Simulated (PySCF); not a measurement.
CH₂O₂S, SMILES `S.O=C=O`.

Computed with PySCF, ωB97X/def2-SVP, geometry: GFN2-xTB. The pair's geometry is semi-empirical, so its contact may be too short or too long. GFN2-xTB bond lengths at metals and heavier atoms can be off by up to 0.1 Å and shapes distorted, which carries into these values. Without diffuse functions Rydberg states are missing, so the states' numbers hold for this basis only.

The calculation's input:

```python
import numpy as np
from pyscf import gto, scf, dft, tdscf
from pyscf.scf import atom_ks, atom_hf
from scipy.linalg import block_diag

def solve(mol, dm0=None, hcore=None):
    mf = (dft.UKS if mol.spin else dft.RKS)(mol, xc='wb97x')
    mf.grids.level = 3
    mf = mf.density_fit(auxbasis='def2-universal-jkfit')
    mf.conv_tol, mf.max_cycle = 1e-8, 80
    if hcore is not None:
        mf.get_hcore = lambda *args: hcore
    mf.kernel(dm0)
    if not mf.converged:
        mf = mf.newton().run(mf.mo_coeff, mf.mo_occ, max_cycle=30)
    assert mf.converged, 'SCF not converged'
    return mf

mol = gto.M(atom='''
S     -2.20302     0.24342    -0.01659
H     -3.23692    -0.53561     0.27225
H     -1.36278    -0.78187    -0.04293
O      1.02187    -0.94501    -0.01202
C      1.81090    -0.11514     0.00158
O      2.60096     0.70922     0.01534
''', basis='def2-svp', charge=0, spin=0, verbose=4)
mf = solve(mol)
td = mf.TDA()
td.nstates, td.singlet, td.conv_tol = 5, True, 1e-5
td.kernel()
td.analyze()
x, y = np.array([p[0] for p in td.xy]), np.array([p[1] + 0 * p[0] for p in td.xy])
f, mu = td.oscillator_strength(), td.transition_dipole()
nto = [td.get_nto(state=i + 1, verbose=4) for i in range(len(td.e))]
# spherically averaged free atoms, for the promolecule
atm = atom_ks.get_atm_nrks(mol, xc='wb97x')
pro = block_diag(*[(atm[a[0]][2] * atm[a[0]][3]) @ atm[a[0]][2].T for a in mol._atom])
np.savez('result.npz', e=td.e, f=f, ok=td.converged, w=[n[0] for n in nto], nto=[n[1] for n in nto], x=x, y=y, c=mf.mo_coeff, occ=mf.mo_occ, eps=mf.mo_energy, pro=pro, mu=mu)
```

Launched as:

```sh
OMP_NUM_THREADS=1 python input.py
```

The run took 62 s on 1 thread of Arm Neoverse V2, on a shared host, peak memory 0.42 GiB.

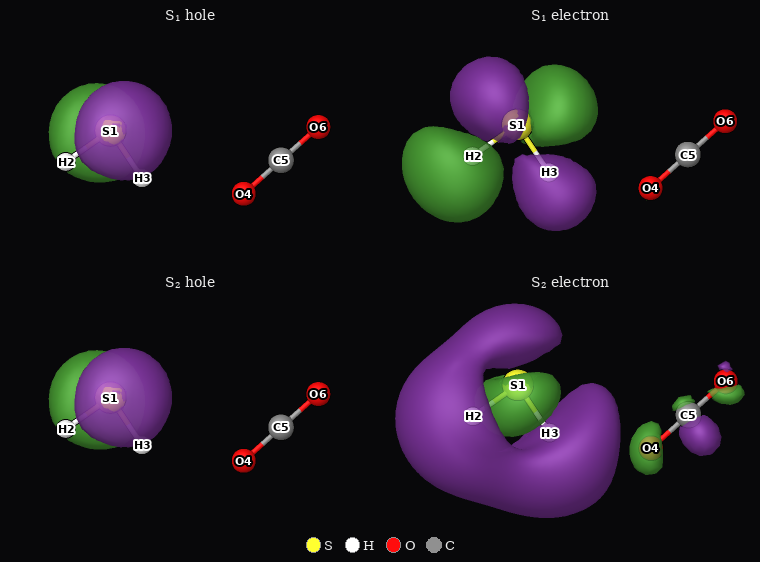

Leading natural transition orbitals (TDA singlet states).

> Describe these excited states.

By state:
- S₁: 6.68 eV (186 nm), f = 0.000 (very weak); the leading pair carries 100 %; hole on S1 (91 %), electron on S1 (58 %), H2 (27 %) and H3 (14 %); their centroids lie 0.4 Å apart.
- S₂: 7.66 eV (162 nm), f = 0.003; the leading pair carries 100 %; hole on S1 (91 %), electron on S1 (39 %), H3 (29 %) and H2 (23 %); their centroids lie 0.9 Å apart.
